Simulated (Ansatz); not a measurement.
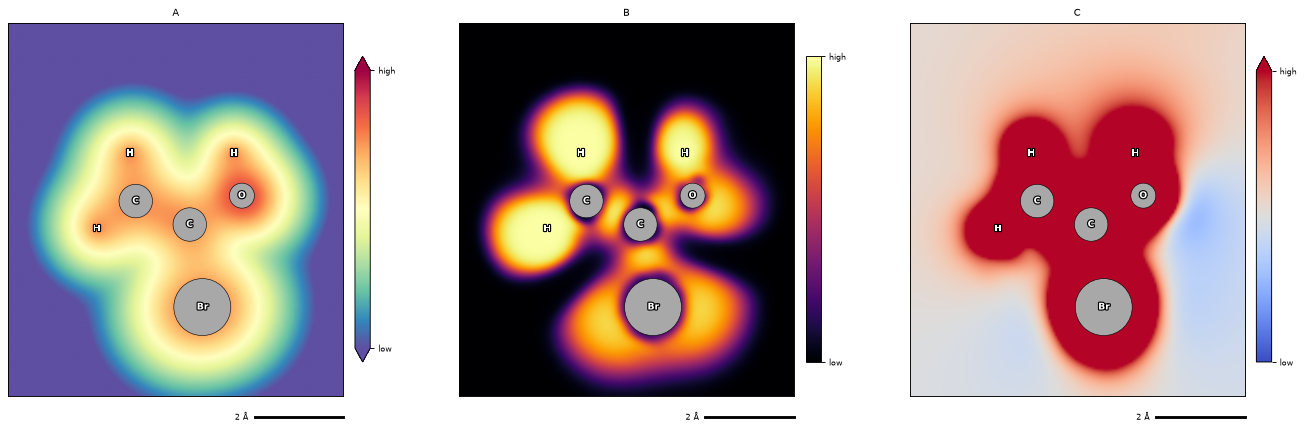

C₂H₃BrO (SMILES C=C(O)Br): 3 fields on the molecular plane, with unlabelled colour scales. Grey discs cover the atomic cores.

Geometry: PBE0-D4/def2-TZVP.

Method: Ansatz, RKS PBE0-D4/def2-TZVPP.

Question: The panels show electron density, electron localisation function and electrostatic potential in some order. Assign them.

Answer: Panel A: electron density. Panel B: electron localisation function. Panel C: electrostatic potential (strongly positive close to the atoms, with negative regions outside electron-rich atoms). From the grid: C–C (1.33 Å): ρ is about 2.4 e/Å³ halfway; the ELF peaks at about 0.95 between the atoms (a multiple bond). C–O (1.34 Å): the density is about 2.4 e/Å³ at the midpoint; the ELF peaks at about 0.90 between the atoms (a shared but strongly polarised pair).
